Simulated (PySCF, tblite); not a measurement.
# C₃H₇FO₂S: dynamics, then NMR shifts on frames, part 2 of 2

tblite 0.8.0 and PySCF 2.14.0. Atoms count from 0.

### 5 NMR shieldings: 625 fs, PBE0/pcSseg-1

Job settings and geometry (Å):

```
{"job": {"kind": "nmr", "xc": "PBE0", "basis": "pcSseg-1", "pop": false}, "charge": 0, "multiplicity": 1}
C      2.000600    -0.134400    -1.062300
C      1.198900    -0.657600     0.192500
F      0.799700    -1.973800     0.238000
S     -0.308700     0.300800     0.270400
C     -1.567800    -0.430500     1.399300
O     -0.782300     0.428600    -1.089900
O      0.179200     1.520600     0.810400
H      1.461700    -0.308700    -1.965500
H      2.201500     0.971200    -0.970500
H      2.938400    -0.750300    -1.103700
H      1.893000    -0.553900     1.091600
H     -1.203300    -1.519300     1.430500
H     -1.505500    -0.024100     2.372900
H     -2.510300    -0.489100     0.880600
```

Method: GIAO PBE0/pcSseg-1 NMR shielding, non-relativistic, gas phase.

Standard output:

```text
coarse grid: 12480 points
cycle   1  E = -765.9688597293  dE =  1.494e+00  |g| = 1.252e+00  |ddm| = 3.421e+00
cycle   2  E = -765.0779711586  dE =  8.909e-01  |g| = 2.514e+00  |ddm| = 3.043e+00
cycle   3  E = -766.2443839466  dE = -1.166e+00  |g| = 2.104e-01  |ddm| = 2.297e+00
cycle   4  E = -766.2509057137  dE = -6.522e-03  |g| = 1.296e-01  |ddm| = 2.617e-01
cycle   5  E = -766.2535729405  dE = -2.667e-03  |g| = 4.331e-02  |ddm| = 1.087e-01
cycle   6  E = -766.2539229080  dE = -3.500e-04  |g| = 1.009e-02  |ddm| = 3.818e-02
cycle   7  E = -766.2539395994  dE = -1.669e-05  |g| = 3.232e-03  |ddm| = 9.301e-03
cycle   8  E = -766.2539415073  dE = -1.908e-06  |g| = 5.622e-04  |ddm| = 2.568e-03
final grid: 117000 points
cycle   9  E = -766.3260589417  dE = -2.471e-05  |g| = 1.112e-02  |ddm| = 2.283e-02
cycle  10  E = -766.3260282715  dE =  3.067e-05  |g| = 1.674e-02  |ddm| = 2.102e-02
cycle  11  E = -766.3260837857  dE = -5.551e-05  |g| = 2.329e-03  |ddm| = 1.339e-02
cycle  12  E = -766.3260847827  dE = -9.970e-07  |g| = 2.599e-04  |ddm| = 1.844e-03
cycle  13  E = -766.3260847884  dE = -5.694e-09  |g| = 2.015e-04  |ddm| = 3.156e-04
cycle  14  E = -766.3260847952  dE = -6.801e-09  |g| = 3.857e-05  |ddm| = 1.662e-04
cycle  15  E = -766.3260847954  dE = -2.346e-10  |g| = 1.796e-05  |ddm| = 3.767e-05
converged SCF energy = -766.3260847954

GIAO shielding tensors (ppm)
atom      isotropic    diamagn.    paramagn.     s11        s22        s33       span
  0 C      162.828     248.317     -85.489    147.215    158.972    182.297     35.082
  1 C       74.373     251.902    -177.528     40.777     68.229    114.115     73.338
  2 F      377.694     474.962     -97.268    340.342    375.881    416.858     76.515
  3 S      190.971    1054.019    -863.047     39.291    239.710    293.912    254.621
  4 C      142.912     257.056    -114.144     99.985    134.774    193.977     93.992
  5 O      109.304     402.684    -293.380     45.916    115.452    166.545    120.630
  6 O      120.419     401.774    -281.356     34.415    114.530    212.311    177.896
  7 H       29.773      30.531      -0.758     25.328     29.426     34.565      9.237
  8 H       28.396      27.998       0.398     23.812     27.559     33.817     10.005
  9 H       29.131      26.510       2.621     25.422     26.642     35.329      9.907
 10 H       25.170      30.253      -5.083     22.412     25.552     27.544      5.132
 11 H       27.101      29.410      -2.309     23.478     27.853     29.973      6.495
 12 H       29.315      29.957      -0.642     25.591     27.181     35.173      9.583
 13 H       28.803      29.412      -0.609     25.211     27.186     34.011      8.800
```

It took 17 s on 1 thread of Arm Neoverse V1, shared host; peak memory 0.75 GiB.

This run: δ C1 112.6, C4 44.0, C0 24.1, F2 -206.7, H10 6.55, H11 4.62 ppm.

### 6 Shielding tensors: 800 fs, PBE0/pcSseg-1

Job settings and geometry (Å):

```
{"job": {"kind": "nmr", "xc": "PBE0", "basis": "pcSseg-1", "pop": false}, "charge": 0, "multiplicity": 1}
C      2.285600    -0.630600    -0.676400
C      1.296600    -0.921500     0.447800
F      0.842500    -2.176300     0.262000
S     -0.150500     0.409600     0.425300
C     -1.564400    -0.175900     1.457400
O     -0.644100     0.640900    -0.884600
O      0.462900     1.512100     1.157300
H      1.806000    -0.248300    -1.530000
H      3.119100    -0.010800    -0.357400
H      2.715700    -1.622700    -0.968800
H      1.760900    -1.058700     1.383600
H     -2.227500    -0.979100     1.090100
H     -1.171700    -0.508900     2.382500
H     -2.171900     0.716800     1.764500
```

Method: GIAO PBE0/pcSseg-1 NMR shielding, non-relativistic, gas phase.

Standard output:

```text
coarse grid: 12480 points
cycle   1  E = -765.9829814816  dE =  1.438e+00  |g| = 1.235e+00  |ddm| = 3.432e+00
cycle   2  E = -765.1208855010  dE =  8.621e-01  |g| = 2.472e+00  |ddm| = 2.817e+00
cycle   3  E = -766.2508592519  dE = -1.130e+00  |g| = 2.053e-01  |ddm| = 2.113e+00
cycle   4  E = -766.2586879260  dE = -7.829e-03  |g| = 9.862e-02  |ddm| = 2.541e-01
cycle   5  E = -766.2604714346  dE = -1.784e-03  |g| = 2.004e-02  |ddm| = 7.452e-02
cycle   6  E = -766.2605438836  dE = -7.245e-05  |g| = 6.261e-03  |ddm| = 1.896e-02
cycle   7  E = -766.2605507598  dE = -6.876e-06  |g| = 1.309e-03  |ddm| = 4.467e-03
final grid: 117000 points
cycle   8  E = -766.3312001052  dE = -2.224e-05  |g| = 1.270e-02  |ddm| = 2.452e-02
cycle   9  E = -766.3311532890  dE =  4.682e-05  |g| = 1.981e-02  |ddm| = 2.485e-02
cycle  10  E = -766.3312330987  dE = -7.981e-05  |g| = 2.614e-03  |ddm| = 1.606e-02
cycle  11  E = -766.3312343812  dE = -1.282e-06  |g| = 1.814e-04  |ddm| = 1.969e-03
cycle  12  E = -766.3312343870  dE = -5.842e-09  |g| = 9.684e-05  |ddm| = 2.038e-04
cycle  13  E = -766.3312343885  dE = -1.527e-09  |g| = 2.712e-05  |ddm| = 7.662e-05
cycle  14  E = -766.3312343887  dE = -1.460e-10  |g| = 5.714e-06  |ddm| = 2.498e-05
converged SCF energy = -766.3312343887

GIAO shielding tensors (ppm)
atom      isotropic    diamagn.    paramagn.     s11        s22        s33       span
  0 C      168.149     246.436     -78.287    138.369    174.555    191.523     53.154
  1 C       68.674     246.769    -178.095     46.461     57.405    102.156     55.695
  2 F      337.445     474.509    -137.064    251.911    330.533    429.891    177.979
  3 S      178.362    1051.951    -873.589     28.855    177.418    328.811    299.956
  4 C      137.813     251.228    -113.415    105.902    115.618    191.918     86.016
  5 O      112.045     401.295    -289.250     56.958    101.050    178.127    121.169
  6 O       85.236     400.240    -315.004     42.735     61.062    151.910    109.175
  7 H       30.109      30.420      -0.312     26.038     30.272     34.016      7.978
  8 H       29.815      27.748       2.068     25.659     27.446     36.341     10.682
  9 H       29.557      26.967       2.590     25.319     27.766     35.585     10.266
 10 H       26.374      31.600      -5.226     23.752     26.300     29.071      5.318
 11 H       28.245      28.801      -0.556     24.955     25.781     34.000      9.046
 12 H       29.827      30.371      -0.544     27.160     27.834     34.486      7.326
 13 H       27.765      26.980       0.785     25.363     25.388     32.543      7.180
```

It took 16 s on 1 thread of Arm Neoverse V1, shared host; peak memory 0.76 GiB.

Key values: δ C1 118.3, C4 49.1, C0 18.8, F2 -166.5, H10 5.34, H13 3.95 ppm.

### 7 Nuclear shieldings: 1000 fs, PBE0/pcSseg-1

Job settings and geometry (Å):

```
{"job": {"kind": "nmr", "xc": "PBE0", "basis": "pcSseg-1", "pop": false}, "charge": 0, "multiplicity": 1}
C      2.353100    -0.295300    -0.212600
C      1.204200    -0.869400     0.542100
F      0.735400    -2.110100     0.160100
S     -0.142600     0.332900     0.510900
C     -1.474000    -0.662100     1.179100
O     -0.496700     0.735600    -0.811400
O      0.318500     1.331700     1.360200
H      2.116100     0.263000    -1.073800
H      2.840700     0.430800     0.417800
H      3.099500    -1.050700    -0.469000
H      1.421400    -0.998400     1.609500
H     -1.370800    -1.594200     0.690800
H     -1.329300    -0.711700     2.249800
H     -2.452800    -0.299100     0.959100
```

Method: GIAO PBE0/pcSseg-1 NMR shielding, non-relativistic, gas phase.

Standard output:

```text
coarse grid: 12480 points
cycle   1  E = -766.0031867575  dE =  1.774e+00  |g| = 1.219e+00  |ddm| = 3.489e+00
cycle   2  E = -765.3591754418  dE =  6.440e-01  |g| = 2.243e+00  |ddm| = 2.668e+00
cycle   3  E = -766.2590801604  dE = -8.999e-01  |g| = 1.915e-01  |ddm| = 1.943e+00
cycle   4  E = -766.2657378283  dE = -6.658e-03  |g| = 9.249e-02  |ddm| = 2.209e-01
cycle   5  E = -766.2670792782  dE = -1.341e-03  |g| = 3.667e-02  |ddm| = 8.043e-02
cycle   6  E = -766.2673265799  dE = -2.473e-04  |g| = 6.929e-03  |ddm| = 3.064e-02
cycle   7  E = -766.2673346546  dE = -8.075e-06  |g| = 2.314e-03  |ddm| = 6.694e-03
final grid: 117000 points
cycle   8  E = -766.3389221572  dE = -2.826e-05  |g| = 1.238e-02  |ddm| = 2.533e-02
cycle   9  E = -766.3388851587  dE =  3.700e-05  |g| = 1.850e-02  |ddm| = 2.395e-02
cycle  10  E = -766.3389523602  dE = -6.720e-05  |g| = 2.347e-03  |ddm| = 1.517e-02
cycle  11  E = -766.3389533673  dE = -1.007e-06  |g| = 1.673e-04  |ddm| = 1.807e-03
cycle  12  E = -766.3389533729  dE = -5.640e-09  |g| = 8.461e-05  |ddm| = 2.116e-04
cycle  13  E = -766.3389533739  dE = -9.745e-10  |g| = 4.412e-05  |ddm| = 9.341e-05
cycle  14  E = -766.3389533743  dE = -3.506e-10  |g| = 5.469e-06  |ddm| = 3.639e-05
converged SCF energy = -766.3389533743

GIAO shielding tensors (ppm)
atom      isotropic    diamagn.    paramagn.     s11        s22        s33       span
  0 C      180.754     246.621     -65.867    166.240    179.831    196.191     29.951
  1 C       84.637     253.266    -168.629     57.426     74.303    122.183     64.757
  2 F      370.511     475.009    -104.498    315.525    382.756    413.252     97.727
  3 S      220.691    1054.527    -833.836     87.129    211.302    363.641    276.512
  4 C      152.124     256.541    -104.417    118.412    142.271    195.689     77.277
  5 O      148.896     402.847    -253.952     78.554    141.158    226.975    148.421
  6 O      151.608     400.157    -248.549     72.751    128.507    253.567    180.817
  7 H       30.531      30.663      -0.132     25.716     30.054     35.822     10.106
  8 H       30.352      28.513       1.839     25.300     28.399     37.356     12.056
  9 H       30.077      26.508       3.569     25.629     27.333     37.270     11.641
 10 H       26.525      31.426      -4.902     23.835     26.579     29.160      5.325
 11 H       28.928      32.177      -3.249     24.354     30.366     32.064      7.711
 12 H       29.732      29.671       0.061     25.873     27.513     35.810      9.937
 13 H       29.452      29.995      -0.544     25.943     27.465     34.947      9.005
```

It took 16 s on 1 thread of Arm Neoverse V1, shared host; peak memory 0.76 GiB.

In short: δ C1 102.3, C4 34.8, C0 6.2, F2 -199.6, H10 5.19, H11 2.79 ppm.

### 8 Run by run: NMR shifts

Shifts (ppm) of some atoms, chosen among heavy atoms and hydrogens apart, with basis size and wall time:

| frame | C4 | H12 | H11 | F2 | S3 | O6 | O5 | functions | time |
| --- | --- | --- | --- | --- | --- | --- | --- | --- | --- |
| 250 fs | 41.2 | 4.08 | 2.46 | -164.9 | 311 | 218.1 | 184.0 | 161 | 17 s |
| 425 fs | 55.7 | 3.64 | 3.24 | -190.4 | 314 | 226.9 | 208.2 | 161 | 16 s |
| 625 fs | 44.0 | 2.40 | 4.62 | -206.7 | 313 | 215.7 | 226.8 | 161 | 17 s |
| 800 fs | 49.1 | 1.89 | 3.47 | -166.5 | 325 | 250.8 | 224.0 | 161 | 16 s |
| 1000 fs | 34.8 | 1.98 | 2.79 | -199.6 | 283 | 184.5 | 187.2 | 161 | 16 s |

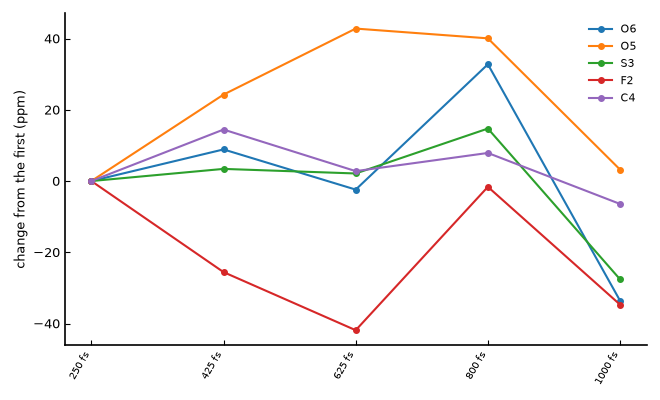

How five of the tabulated atoms move from run to run.

### 9 Results

The summary covers parts 1 to 2.

| quantity | value |
| --- | --- |
| thermostat | 400 K |
| mean temperature, second half | 356 K |
| mean potential energy above the minimum | 0.60 eV |
| ¹³C shifts against TMS (PBE0/pcSseg-1, 250 fs) | 119.5, 41.2, 13.4 ppm |
| ¹H shifts against TMS (PBE0/pcSseg-1, 250 fs) | 5.90, 4.08, 3.00, 2.55, 2.46, 1.83, 1.71 ppm |
| ¹⁹F shifts against CFCl3 (PBE0/pcSseg-1, 250 fs) | -164.9 ppm |
| ³³S shifts against CS2 (PBE0/pcSseg-1, 250 fs) | 311 ppm |
| ¹⁷O shifts against H2O (PBE0/pcSseg-1, 250 fs) | 218.1, 184.0 ppm |
| range of the shift of O6 | 184.5 to 250.8 ppm |

What this shows: In the second half the potential energy averages 0.60 eV above the minimum; equipartition over 36 harmonic modes at 400 K would give 0.62 eV. With 14 atoms the temperature swings widely (213 to 549 K). Shifts at one fixed geometry are not the observed spectrum, which averages over the motion. In the first frame run (250 fs): The largest span, 294 ppm, is at S3, where the paramagnetic term is -860 ppm. Across the 5 runs the shift of O6 moves most, between 184.5 (1000 fs) and 250.8 ppm (800 fs).
